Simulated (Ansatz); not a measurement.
# Fields on a plane of Mg (hcp, Mg type)

```xyz
2
Lattice="3.1862 0.0000 0.0000 -1.5931 2.7593 0.0000 0.0000 0.0000 5.2235" Properties=species:S:1:pos:R:3 pbc="T T T"
Mg     0.0000     1.8395     3.9176
Mg     1.5931     0.9198     1.3059
```

The slice is a (-1 1 0 2) plane (indices of the conventional cell) through the point (0.667, 0.333, 0.250) (fractional), spanned by u = [110] and v = [1 -1 1] in vectors of this cell: u (3.19 Å) and v (7.60 Å, at 90° to u). It covers one period; positions are fractions (u, v).

Atoms on it: Mg at (0.00, 0.00). Other atoms lie within 1 Å of the plane.

Computed with PBE (plane waves to 420 eV, PAW, scalar-relativistic; Ansatz, a first-principles code). k mesh 17×17×9. Near the nuclei the fields are pseudised (PAW); where an atom keeps semicore shells as valence, they peak there. Mg was relaxed with its symmetry unable to fall. The PAW data are Ansatz's earlier set.

```
|xxxx44000044777744000044xx|
|xx442200005577775500002244|
|22110000335566665533000011|
|00000022556666666655220000|
|33335566666655556666665533|
|77777777665555555566777777|
|88887777665555555566777788|
|77777777666655556666777777|
|33334466666666666666664433|
|00001133667777777766331100|
|00000011447777777744110000|
|22110000337788887733000011|
|33220000337799997733000022|
|33220000338899998833000022|
|11000000558899998855000000|
|00000033779999999977330000|
|11113366889999999988663311|
|44556677889999999988776655|
|66667777888888888888777766|
|66666677777766667777776666|
|55556666666655556666666655|
|55556666665555555566666655|
|55556666666655556666666655|
|55556666777777777777666655|
|66666677778888888877776666|
|55666677888888888888776666|
|22335577888899998888775533|
|00000033778899998877330000|
|22110000448899998844000011|
|xx442200116688886611002244|
|xxxx44000055888855000044xx|
|xxxxxx1100447777440011xxxx|
```
Scale: ten equal steps from 0.05 (start of '0') to 0.69 (end of '9'), in the order '0123456789'. Values: electron localisation function (ELF). The map has 13 points along u (two characters each, u = 0 at the left) and 32 along v (v = 0 in the bottom row). Points within 0.5 Å of a nucleus are blanked (x), as the pseudised field means little there.

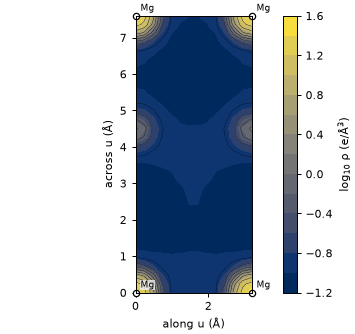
Figure: Log₁₀ of the valence density in e/Å³, one period of the plane, atoms marked. The scale is logarithmic, as a density can span decades between atoms and voids.

The density on the Mg–Mg line (3.19 Å) at its midpoint is 0.10 e/Å³. The ELF at that point comes out as 0.6. ELF maximum in the middle third of the Mg–Mg line: 0.59, 1.6 Å from Mg.
